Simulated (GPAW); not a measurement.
Band structure of RbH (Fm-3m, 2 atoms in the cell).

```
CELL_PARAMETERS angstrom
      0.00000     3.00408     3.00408
      3.00408     0.00000     3.00408
      3.00408     3.00408     0.00000
ATOMIC_POSITIONS crystal
  Rb 0.50000 0.50000 0.50000
  H  0.00000 0.00000 0.00000
```

Method of the run: PBEsol, GPAW PAW datasets PBEsol (made by gpaw-setup) (plane waves; GPAW 25.7.0).

Settings: mode = pw; ecut = 800 eV; xc = PBEsol; kpts = 5 5 5; mesh shift (steps) = 0 0 0; occupations.name = fermi-dirac; occupations.width = 0 eV; nbands = -6; convergence.bands = -4; symmetry.symmorphic = false; symmetry.tolerance = 0.0005; maxiter = 120; bandpath_npoints = 40.

The starting cell comes from a database of computed structures (which also holds hypothetical and non-ambient phases and stackings), without a prior relaxation at this level.

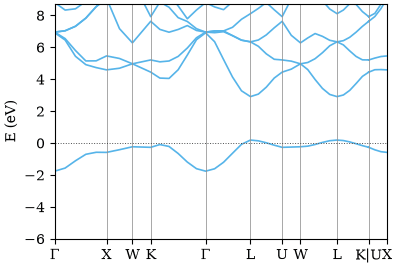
Bands along the path, energies from the top of the valence band on the SCF mesh.

Read off roughly the gap and where its edges lie.

The gap along the path is about 2.7 eV (computed: 2.72 eV), direct at L to within 0.01 eV.

Levels in eV from the top of the valence band on the SCF mesh, bands 2 to 9:
| point | 2 | 3 | 4 | 5 | 6 | 7 | 8 | 9 |
|---|---|---|---|---|---|---|---|---|
| Γ | -9.82 | -9.82 | -9.82 | -1.76 | 6.91 | 6.95 | 6.95 | 6.95 |
| X | -10.28 | -9.99 | -9.99 | -0.59 | 4.59 | 5.46 | 9.07 | 9.07 |
| W | -10.14 | -10.14 | -10.02 | -0.23 | 4.97 | 4.97 | 6.28 | 10.16 |
| K | -10.20 | -10.12 | -9.96 | -0.27 | 4.44 | 5.21 | 7.63 | 7.92 |
| L | -10.35 | -9.88 | -9.88 | 0.19 | 2.91 | 6.34 | 6.34 | 8.11 |
| U | -10.20 | -10.12 | -9.96 | -0.27 | 4.44 | 5.21 | 7.63 | 7.92 |
